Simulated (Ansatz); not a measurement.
## Hypothetical wurtzite BeS: pressure series

Start from BeS in the wurtzite structure (space group P6_3mc, No. 186; a = 3.439 Å, c = 5.667 Å; a hypothetical phase, not in the database extracts checked).

Cell and atoms are relaxed at each pressure.

The values are results of PBE, PAW, 420 eV (Ansatz, a quantum-chemistry and plane-wave program; no SOC), not measurements.

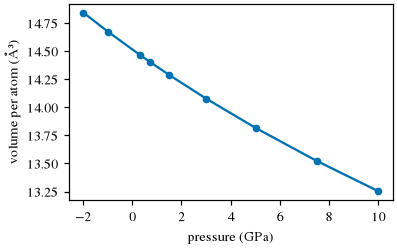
Figure: Volume against pressure

Problem. Estimate the zero-pressure bulk modulus from the plot.

Solution. About 93 GPa; a third-order Birch–Murnaghan fit to the points gives V₀ = 14.51 Å³/atom, B₀ = 93 GPa and B₀′ = 3.8.

Between the base and pressure 10 GPa the gap moves from 3.71 eV to 3.34 eV, a mean slope of -36 meV/GPa.

Load acts through the strain it causes; cell and atoms are relaxed under it. Whether these cells are dynamically stable was not tested. No other phases were tried under pressure.
